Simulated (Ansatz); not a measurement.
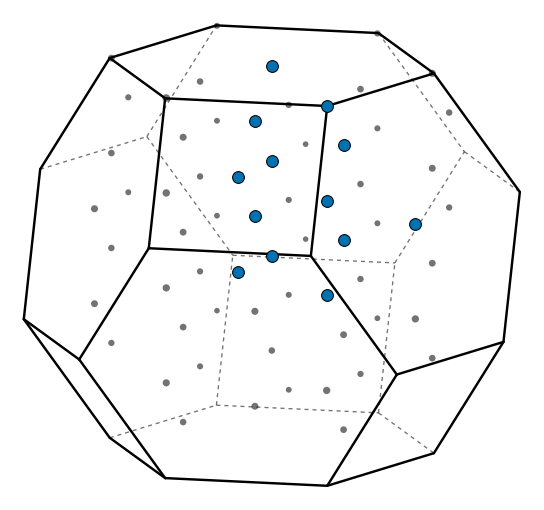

The Γ-centred 4×4×4 k-point mesh of a calculation on TiOsO3 (DFT, PAW plane waves, r2scan (Ansatz)), folded into the first Brillouin zone of the 10-atom cell that was run; each point of the zone's surface is drawn once. One point of each star is marked in colour. Space group R3c. The structure was generated and need not be a known form of this composition.

```xyz
10
Lattice="5.1160 0.0000 0.0000 -2.5580 4.4306 0.0000 -2.5580 1.4769 4.2430" Properties=species:S:1:pos:R:3 pbc="T T T"
Os    0.0000    0.0000    0.0000
Os    0.0000    2.9537    2.1215
Ti   -2.5580    4.4306    2.8089
Ti    2.5580    1.4769    0.6874
O    -0.3126    1.5549    3.6391
O     1.3678    3.3825    3.6391
O    -1.0552    3.9239    3.6391
O     1.0552    0.9702    1.5176
O    -2.2454    3.0317    1.5176
O     1.1902    4.8594    1.5176
```

To how many irreducible points do the crystal's point group and time reversal reduce the mesh (magnetic order left aside)?

Answer. 13 of 64.

List one member of each star with its weight, in the reciprocal vectors of this cell.

Answer.
```json
{"k₁": "0", "k₂": "0", "k₃": "0", "weight": "1"}
{"k₁": "0", "k₂": "0", "k₃": "1/4", "weight": "2"}
{"k₁": "1/4", "k₂": "0", "k₃": "0", "weight": "6"}
{"k₁": "1/4", "k₂": "−1/4", "k₃": "0", "weight": "6"}
{"k₁": "1/4", "k₂": "0", "k₃": "1/4", "weight": "6"}
{"k₁": "1/2", "k₂": "−1/4", "k₃": "−1/4", "weight": "6"}
{"k₁": "1/4", "k₂": "−1/4", "k₃": "1/4", "weight": "6"}
{"k₁": "1/2", "k₂": "−1/4", "k₃": "0", "weight": "12"}
{"k₁": "1/2", "k₂": "−1/2", "k₃": "−1/4", "weight": "6"}
{"k₁": "0", "k₂": "0", "k₃": "1/2", "weight": "1"}
{"k₁": "1/2", "k₂": "0", "k₃": "0", "weight": "3"}
{"k₁": "1/2", "k₂": "−1/2", "k₃": "0", "weight": "3"}
{"k₁": "1/2", "k₂": "−1/4", "k₃": "1/4", "weight": "6"}
```

How fine is the mesh?

Answer. Spacing |bᵢ|/nᵢ = 0.375, 0.375, 0.370 1/Å (2π included).
